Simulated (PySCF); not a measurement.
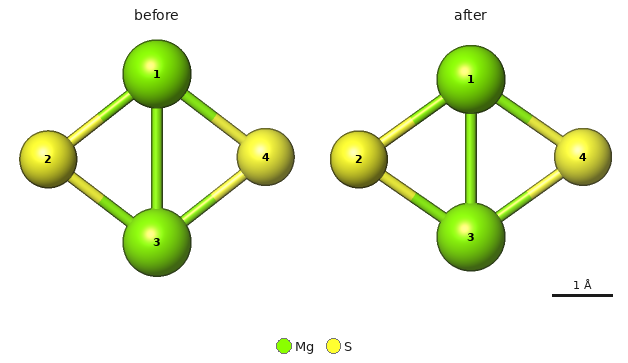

The structure of Mg₂S₂ before (left) and after (right) a relaxation, at one scale.

Style: ball-and-stick. Shown at a tilt.

The start comes from GFN2-xTB.

Theory: PySCF, PBE0-D3(BJ)/def2-SVP geometry optimisation, gas phase. 

Question: What changed between the two?

Answer: The largest moves after the best rigid fit, 0.093 Å, are those of Mg1 and Mg3. By element the largest moves are Mg 0.093 Å, S 0.058 Å. Near-neighbour distances that change, for instance: Mg1–Mg3 2.859 → 2.672 Å, Mg1–S2 2.342 → 2.333 Å. Among the angles between lasting bonds that change: Mg1–S4–Mg3 75.2° → 69.9°, S2–Mg1–S4 104.8° → 110.1°, S2–Mg1–Mg3 52.4° → 55.1°. Over 8 geometry steps the energy falls by 0.114 eV. The largest force component goes from 0.81 to 0.014 eV/Å. The run took roughly 15 core-seconds on a shared host.
